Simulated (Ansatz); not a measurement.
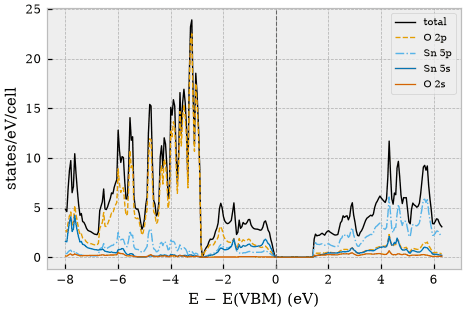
Fig. 1. Total and projected density of states of Sn₃O₄ in space group Pbam (No. 55; Sn on 4h, Sn on 2c, O on 4g, O on 4h), plane-wave PAW r²SCAN (Ansatz code)

Which orbitals carry the states next to the gap?

Top 1 eV of the valence band: Sn 5s 43 %, O 2p 37 %, Sn 5p 17 %. Bottom 1 eV of the conduction band: Sn 5p 54 %, O 2p 19 %, Sn 5s 14 %, O 2s 9 %. Projections are on Löwdin-orthogonalised atomic valence shells; empty p or d shells of many metals are not among them.

Where is the tallest occupied peak in this window, and what makes it?

Near -3.2 eV, about 24 states/eV per cell; the largest projected share is O 2p.

The start of the workflow was typed in or built on a structure type; neither database checked (COD, Materials Project) lists it. Whether it is the stable phase at ambient conditions was not checked. The r²SCAN relaxation kept the symmetry of its start; whether a distortion lowers the energy is not shown. The volume moved by 33 % from the start of the relaxation. Scalar-relativistic: spin–orbit coupling is off unless named, which matters more the heavier the elements.

Potentials: the earlier of the program's two PAW sets.
